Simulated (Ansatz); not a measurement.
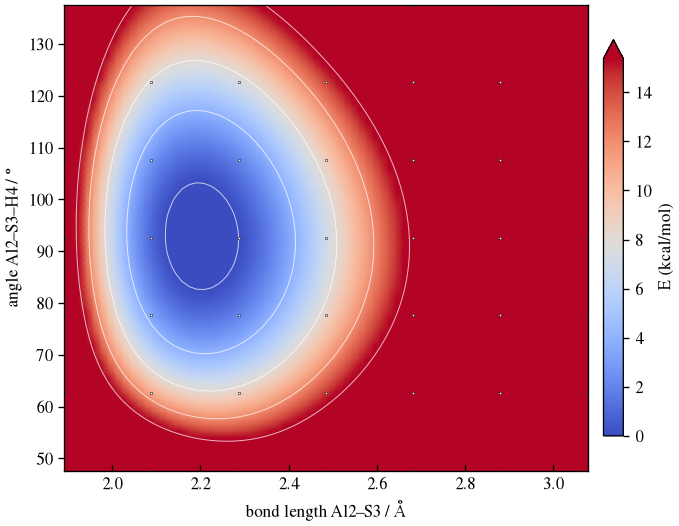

AlFHS, SMILES [F][Al][SH], spin multiplicity 2. First axis: bond length Al2–S3. Second axis: angle Al2–S3–H4. Nothing is relaxed (all other coordinates rigid). The scan uses a 7 × 7 grid. Points are written as (first, second). Energies: kcal/mol, counted from the lowest grid point. These are results of Ansatz, UKS r2SCAN-D4/def2-TZVP, not measurements.

In the figure: a smooth colour map with a few white contour lines, dots at the grid points, one colour for all values above the top of the scale. Between grid points the surface is interpolated.

Q: Where is the minimum, and how stiff is the well along each coordinate?

A: The interpolated minimum is at bond length Al2–S3 ≈ 2.197 Å, angle Al2–S3–H4 ≈ 92.6°. The curvatures there are about 13 eV/Å² and 2.7 eV/rad², with a cross term of about 0.3 eV/(Å·rad). Round the minimum the two coordinates are nearly uncoupled. (1 eV is 23.1 kcal/mol.)
